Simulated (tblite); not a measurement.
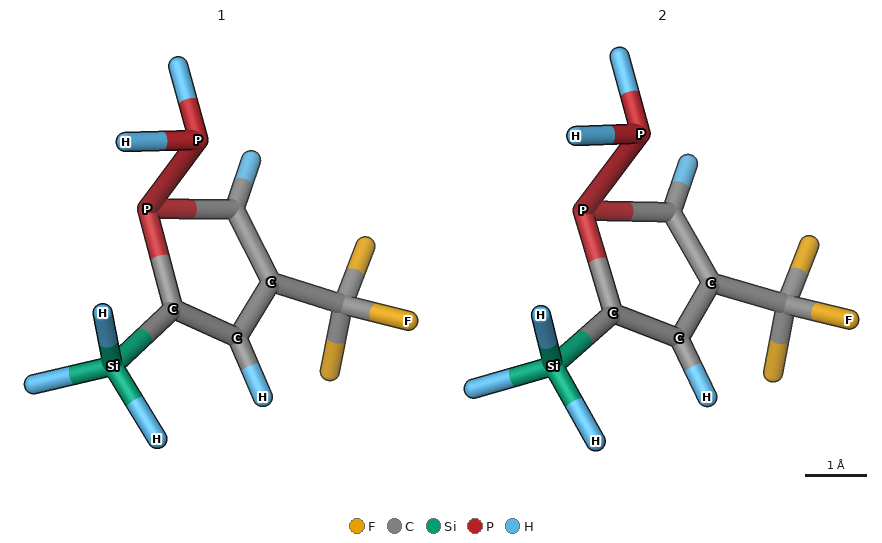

Two geometries of C$_{5}$H$_{7}$F$_{3}$P$_{2}$Si, drawn at one scale. One is the start of a relaxation, the other its converged end. A stick model, seen from a free direction.

All numbers below come from GFN2-xTB geometry optimisation, gas phase (tblite 0.8.0). 

> Which of the two is the end point?

Structure 1 is the relaxed one. After 53 geometry steps the energy has fallen by 8.01 kcal/mol. The largest move after the best rigid fit is that of an H atom, 0.29 Å. Largest moves by element: H 0.29 Å, C 0.14 Å, P 0.11 Å, F 0.07 Å, Si 0.06 Å. Some distances before and after: P–P 2.280 → 2.172 Å, C–P 1.880 → 1.799 Å, C–Si 1.817 → 1.883 Å, C–P 1.867 → 1.816 Å. Among the angles between lasting bonds that change: P–P–H 97.9° → 92.4°, H–Si–H 107.8° → 111.9°, Si–C–P 120.4° → 123.8°. The run took 0.6 s on 1 thread of Arm Neoverse V1, on a shared host.
